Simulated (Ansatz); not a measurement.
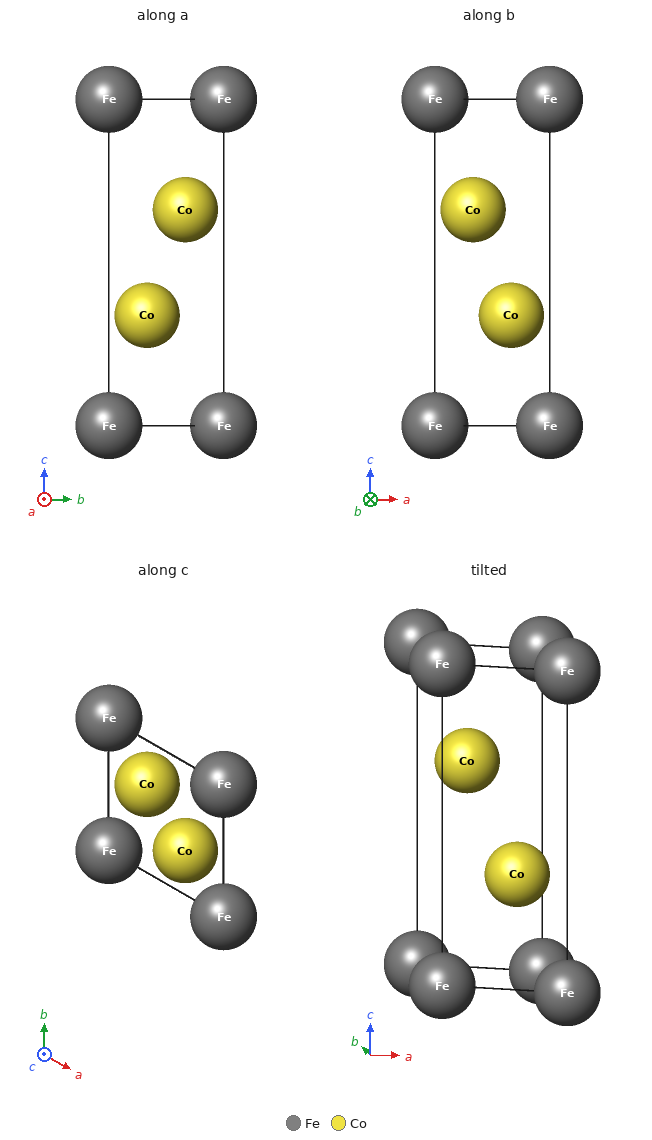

The structure above is drawn in spheres-only style and viewed along the a axis, along the b axis, along the c axis and slightly off an axis. The lines enclose the conventional unit cell; boundary atoms appear with their images.

Lattice parameters: a = 2.509 Å, b = 2.509 Å, c = 6.183 Å, α = 90.00°, β = 90.00°, γ = 120.00°.

Transcribe the picture into a table of Wyckoff sites, with free fractional coordinates to two decimals.

Answer. Space group P-3m1 (No. 164).
```csv
atom,site,x,y,z
Fe,1a,0.00,0.00,0.00
Co,2d,0.6667,0.3333,0.34
```

The model was built from a structure type filled with these elements by a generator (whether the compound takes this form wasn't checked). Earlier steps of the study, as a rule a relaxation of our own, may have changed the cell and positions, so they can lie some per cent off the listed ones. It went into a calculation with Ansatz.
